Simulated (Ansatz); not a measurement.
# C₂H₁₀NSi (SMILES CC[SiH2][NH3+]) (charge +1): what the fields show

| atom | x (Å) | y (Å) | z (Å) |
| --- | --- | --- | --- |
| C | 0.7391 | -0.1307 | -1.5109 |
| C | 0.2900 | 0.4750 | -0.1800 |
| N | 2.8872 | 1.9427 | 0.1917 |
| Si | 1.6419 | 0.7580 | 1.0567 |
| H | 1.3903 | 0.5475 | -2.0862 |
| H | 1.2759 | -1.0814 | -1.3721 |
| H | -0.1304 | -0.3394 | -2.1500 |
| H | -0.4271 | -0.1968 | 0.3278 |
| H | -0.2636 | 1.4197 | -0.3239 |
| H | 1.3026 | 1.5508 | 2.2624 |
| H | 2.5338 | -0.3940 | 1.3332 |
| H | 3.2472 | 1.5450 | -0.6848 |
| H | 3.7044 | 2.1442 | 0.7812 |
| H | 2.4652 | 2.8487 | -0.0466 |

Geometry: PBE0-D3(BJ)/def2-SVP.

These are results of isolated molecule in a Gaussian basis; Kohn-Sham density functional theory, functional PBE0 in Ansatz, not measurements.

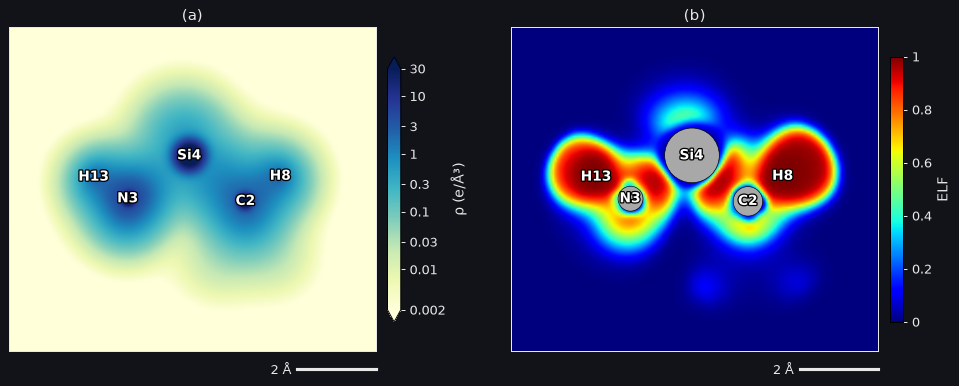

Figure 1. (a) electron density; (b) ELF on the plane of atoms Si4, N3 and H13. Grey discs cover the atomic cores in the ELF map.

Question: What do the fields say about this system?

Answer: The plane passes through C, N, Si and H nuclei.
C–Si (1.85 Å): the density is about 1 e/Å³ at the midpoint; the ELF peaks at about 0.95 between the atoms: localised, covalent bonding.
Si–N (1.92 Å): ρ at the midpoint is about 0.76 e/Å³; the ELF peaks at about 0.95 between the atoms; a polar covalent bond.
N–H (1.03 Å): the density is about 2.9 e/Å³ at the midpoint; the ELF climbs to about 1 towards the hydrogen, as it does in any bond to H: an ordinary covalent bond to hydrogen.
C–H (1.11 Å): the density is about 1.9 e/Å³ at the midpoint; the ELF climbs to about 1 towards the hydrogen; an ordinary covalent bond to hydrogen.

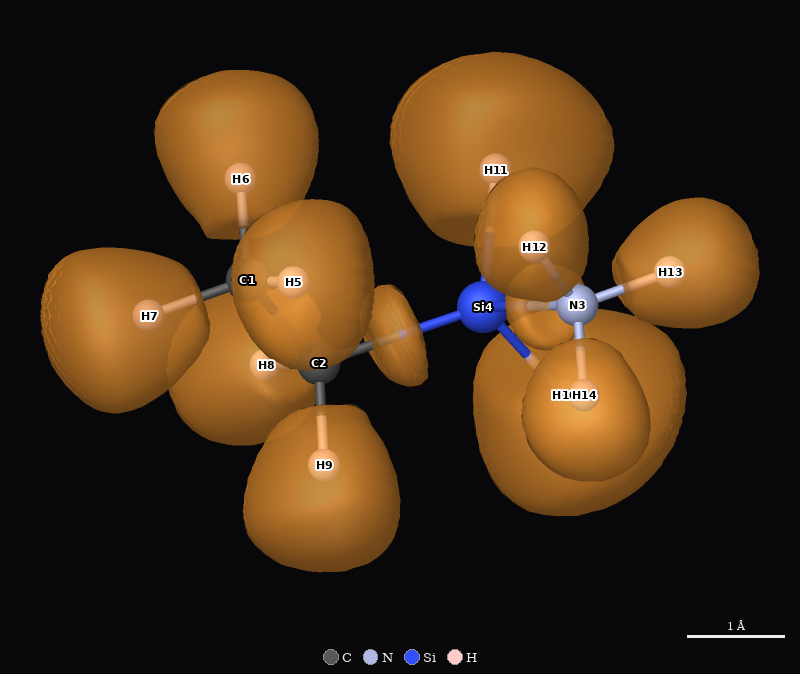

Figure 2. Isosurface of the ELF at 0.85 (orange), seen from one side. Only the valence region is drawn (cores and ρ < 0.01 e/Å³ removed).

Question: Identify the bonds, lone pairs and shells in this picture.

Answer: The ELF exceeds this value in one region between bonded C–C atoms (shared pairs), one region between bonded C–Si atoms (shared pairs), one region between bonded N–Si atoms (shared pairs) and ten regions around hydrogen nuclei.


C–C (1.53 Å): the ELF peaks at about 0.95 between the atoms, as expected for localised, covalent bonding.

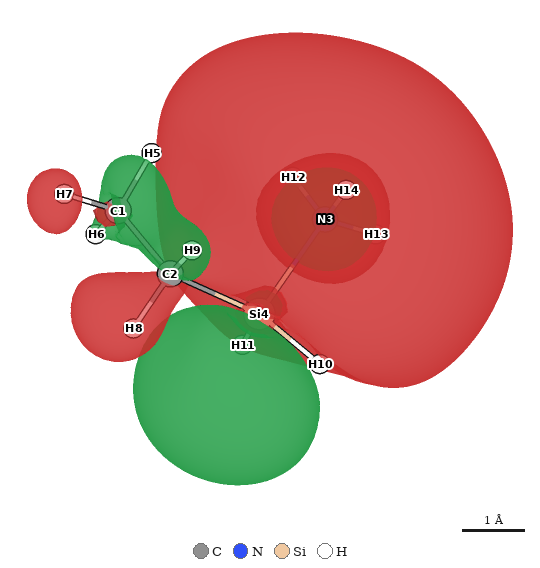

Figure 3. One frontier orbital at ±0.04 Å⁻³ᐟ² (green and red are the two phases), seen at a tilt.

Question: Which orbital is it: HOMO or LUMO?

Answer: The LUMO, at −5.29 eV. It lies mainly on Si4 (about 30 %), N3 (about 15 %), H14 (about 15 %), H13 (about 15 %) and H12 (about 15 %).
